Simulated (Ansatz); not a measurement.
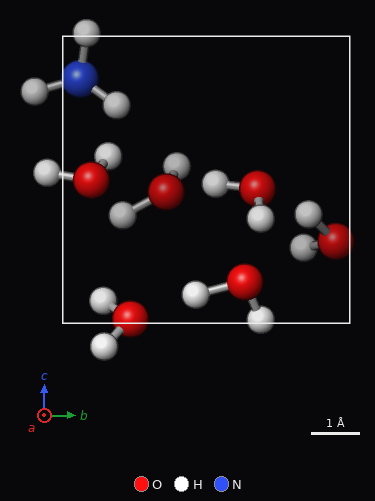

Starting frame of a dynamics run of a periodic cell with 6 H2O + 1 NH3 at 0.949 g/cm³. It starts from the last geometry of an earlier run, with fresh velocities. A ball-and-stick model of the simulation cell, seen along the a axis.

Level of theory: Ansatz 0.2.0, DFT PBEsol, scalar-relativistic, plane waves, PAW.

The input:
```yaml
crystal:
  lattice:
    - [6.02765, 0.0, 0.0]
    - [0.0, 6.02765, 0.0]
    - [0.0, 0.0, 6.02765]
  atoms:
    - { symbol: O, position: [0.04855765, 0.94779522, 0.28112517] }
    - { symbol: H, position: [0.16351073, 0.85238497, 0.3749278] }
    - { symbol: H, position: [-0.07398646, 0.83541682, 0.25883772] }
    - { symbol: O, position: [0.3454847, 0.67489367, 0.46452058] }
    - { symbol: H, position: [0.28900515, 0.52895121, 0.48148481] }
    - { symbol: H, position: [0.46738784, 0.6856941, 0.3604043] }
    - { symbol: O, position: [0.7325092, 0.63051369, 0.13955019] }
    - { symbol: H, position: [0.74346243, 0.45932193, 0.09524595] }
    - { symbol: H, position: [0.65745766, 0.68595577, 0.00801426] }
    - { symbol: O, position: [0.50788448, 0.0957688, 0.49423245] }
    - { symbol: H, position: [0.45953814, -0.05799557, 0.51964551] }
    - { symbol: H, position: [0.37311834, 0.15480308, 0.57740672] }
    - { symbol: O, position: [1.07471185, 0.35678099, 0.45326273] }
    - { symbol: H, position: [0.94741132, 0.3938891, 0.54261257] }
    - { symbol: H, position: [1.04092038, 0.20514134, 0.37159221] }
    - { symbol: O, position: [0.69423696, 0.23212154, 1.01029472] }
    - { symbol: H, position: [0.77980824, 0.14041529, 0.91473369] }
    - { symbol: H, position: [0.59304562, 0.13744585, 1.07386835] }
    - { symbol: "N", position: [0.07417468, 0.05629343, 0.84726645] }
    - { symbol: H, position: [0.13396169, 0.18393672, 0.75516055] }
    - { symbol: H, position: [0.12709676, 0.07925527, 1.00650235] }
    - { symbol: H, position: [0.08072974, -0.10161519, 0.80290587] }
basis:
  ecutwfc: 420.0
kpoints:
  mp_grid: { grid: [1, 1, 1] }
hamiltonian:
  xc: pbesol
scf:
  occupations: { method: fermi_dirac, width: 0.02 }
  lower_state_search: "off"
md:
  timestep: 0.5
  n_steps: 400
  ensemble: nvt_nose_hoover
  temperature: 500.0
  initial_velocities: maxwell_boltzmann
  seed: 611834
  nose_hoover: { tau: 200.0, chain_length: 3 }
  masses: [{ species: H, mass: 2.014 }]
```

Launched with:
```bash
ansatz run input.yaml --threads 1 --pin off --max-ram 3072MiB --backend cpu --events-out ev --progress --plain --runs-dir out
```

> What does the trajectory do?

Over the second half the temperature averages 528 K (spread ±58 K). The potential energy in the second half lies on average 6.2 meV per atom below the first frame. Root-mean-square distances from the starting positions over the second half, with the common drift of all atoms taken out: H 0.84 Å, O 0.75 Å, N 0.69 Å. The heavy atoms stay within a fraction of a molecule's size of their starting places; so short a run doesn't tell a liquid from a solid.

Along the run (each row but the first and the last is the mean over the interval that it begins):

```json
{"time (fs)": "0.0", "potential energy (meV/atom)": "0.0", "T (K)": "500"}
{"time (fs)": "25.0", "potential energy (meV/atom)": "-4.0", "T (K)": "530"}
{"time (fs)": "50.0", "potential energy (meV/atom)": "0.1", "T (K)": "493"}
{"time (fs)": "75.0", "potential energy (meV/atom)": "-5.3", "T (K)": "534"}
{"time (fs)": "100.0", "potential energy (meV/atom)": "-4.0", "T (K)": "519"}
{"time (fs)": "125.0", "potential energy (meV/atom)": "-3.3", "T (K)": "508"}
{"time (fs)": "150.0", "potential energy (meV/atom)": "-6.5", "T (K)": "528"}
{"time (fs)": "175.0", "potential energy (meV/atom)": "-11.0", "T (K)": "556"}
{"time (fs)": "200.0", "potential energy (meV/atom)": "-5.0", "T (K)": "502"}
```

The paths of the atoms:

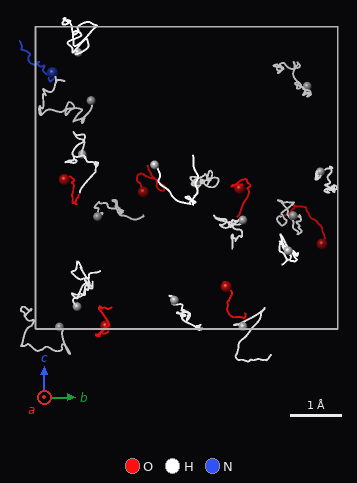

Limits of the set-up: masses were changed (H 2.014 u), which shifts the vibrations; the periodic images lie only 6.0 Å apart, so the values are limited by the cell's size.

The run took 4.9 min on 1 thread of Arm Neoverse V2, with other jobs on the host, peak memory 0.33 GiB.
